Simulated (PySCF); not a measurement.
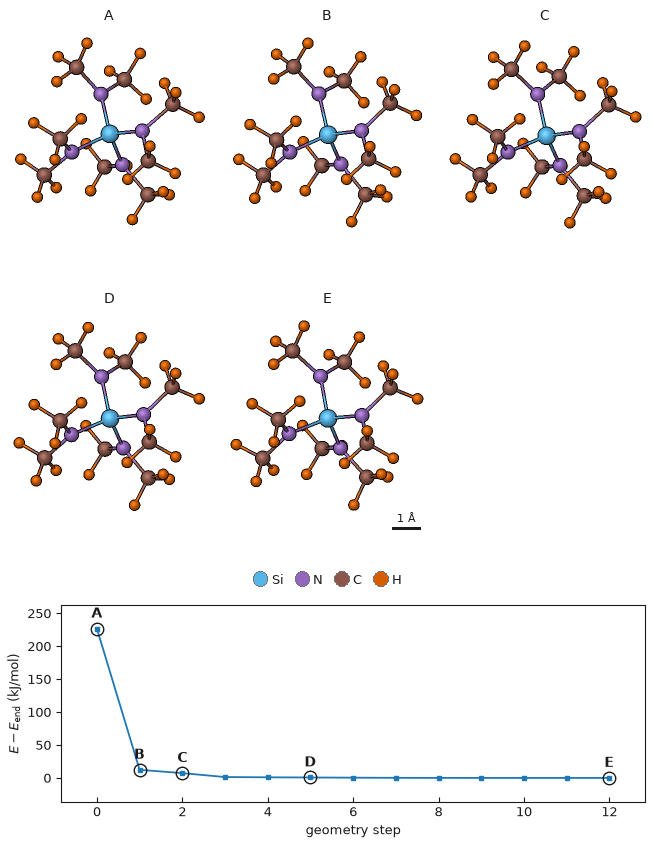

Frames of a relaxation of C$_{8}$H$_{24}$N$_{4}$Si, marked on the history of the run. The picture is a ball-and-stick view, seen from a free direction.

The start comes from GFN2-xTB. Its atoms were then displaced at random by about 0.03 Å.

All numbers below come from PySCF 2.14.0, density-fitted response routines, PBE0-D3(BJ)/def2-SVP geometry optimisation, gas phase. 

> Describe the path.

The energy falls by 226.8 kJ/mol in 12 geometry steps. An H atom moves most after the best rigid fit: 0.17 Å. By element the largest moves are H 0.17 Å, C 0.11 Å, Si 0.10 Å, N 0.08 Å. Some distances before and after: N–Si 1.873 → 1.737 Å, C–H 1.003 → 1.110 Å, N–Si 1.638 → 1.737 Å, C–H 1.199 → 1.108 Å. Among the angles between lasting bonds that change: Si–N–C 115.2° → 122.8°, N–C–H 119.9° → 112.7°, N–C–H 104.2° → 111.3°. From step 0 to 1: an H atom moves most (0.21 Å), energy −214.4 kJ/mol. From step 1 to 2: an H atom moves most (0.31 Å), energy −5.04 kJ/mol. From step 2 to 5: an H atom moves most (0.18 Å), energy −6.62 kJ/mol. From step 5 to 12: an H atom moves most (0.15 Å), energy −0.70 kJ/mol.
